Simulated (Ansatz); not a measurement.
Input

```
crystal:
  lattice:
    - [-2.8541907, 2.8541907, 2.8541907]
    - [2.8541907, -2.8541907, 2.8541907]
    - [2.8541907, 2.8541907, -2.8541907]
  atoms:
    - { symbol: Al, position: [0.0, 0.5, 0.0] }
    - { symbol: Al, position: [0.5, 0.5, 0.5] }
    - { symbol: Al, position: [0.0, 0.0, 0.5] }
    - { symbol: Al, position: [0.5, 0.0, 0.0] }
    - { symbol: Fe, position: [0.0, 0.0, 0.0] }
    - { symbol: Co, position: [0.5, 0.0, 0.5] }
    - { symbol: Co, position: [0.5, 0.5, 0.0] }
    - { symbol: Co, position: [0.0, 0.5, 0.5] }
basis:
  ecutwfc: 500
kpoints:
  mp_grid: { grid: [10, 10, 10] }
  band_path:
    path:
      - [[0.0, 0.0, 0.0], [0.5, -0.5, 0.5], [0.0, 0.0, 0.5], [0.0, 0.0, 0.0], [0.25, 0.25, 0.25], [0.5, -0.5, 0.5]]
      - [[0.25, 0.25, 0.25], [0.0, 0.0, 0.5]]
    npoints: 14
hamiltonian:
  xc: r2scan
scf:
  occupations: { method: gaussian, width: 0.1 }
  n_extra_bands: 20
output:
  forces: true
  stress: true
  eigenvalues: true
  populations: true
  dos: { projected: true, de: 0.02, nscf_kmesh: { grid: [12, 12, 12] } }
  bader: true
  write_density: true
  write_potential: true
  elf: true
  volumetric_format: npy
```

Command:

```sh
ansatz run input.yaml --threads 4 --pin off --max-ram 8192MiB --backend cpu --events-out ev --progress --plain --runs-dir out
```

Below, planes, directions and counts refer to the conventional cell (a = 5.71 Å, b = 5.71 Å, c = 5.71 Å, α = 90.00°, β = 90.00°, γ = 90.00°).

Space group Im-3m; a structure generated by program, which may or may not match a known phase; computed pressure about −5 GPa in this cell; computed without spin polarisation.

All numbers below come from Ansatz 0.2.0, DFT r2SCAN, scalar-relativistic, plane waves, PAW.

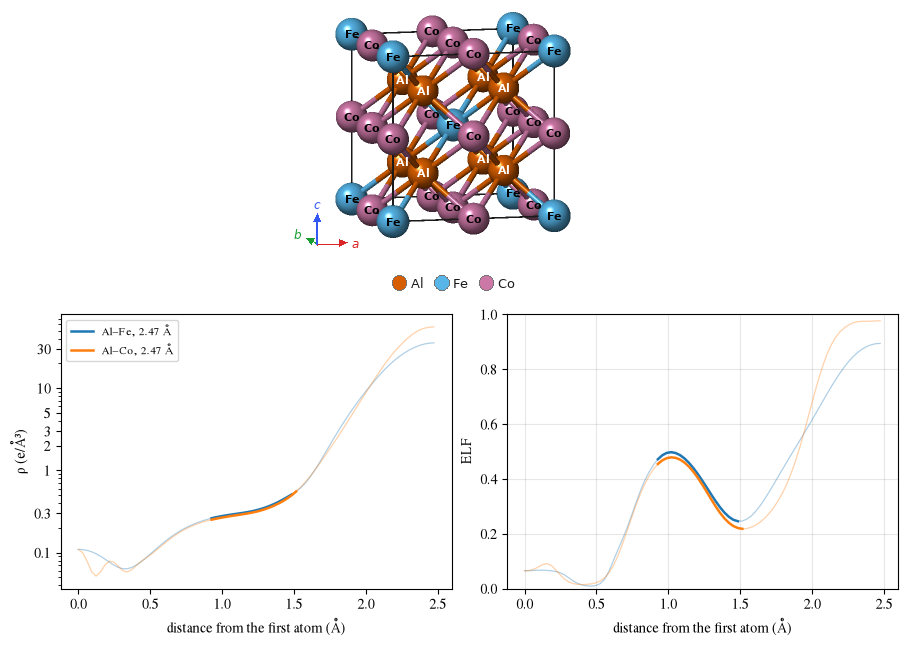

Al$_{4}$FeCo$_{3}$. Valence electron density and ELF along straight lines between neighbouring atoms. Thin, pale parts lie inside the atomic spheres. The structure is drawn too.

In a PAW calculation such maps are meaningful between the atoms, not at the nuclei.

Compare the contacts.

Answer. Al–Fe (2.47 Å): ρ is about 0.33 e/Å³ halfway; the ELF is about 0.40 at the midpoint.
Al–Co (2.47 Å): the density is about 0.31 e/Å³ at the midpoint; the ELF is about 0.40 at the midpoint.
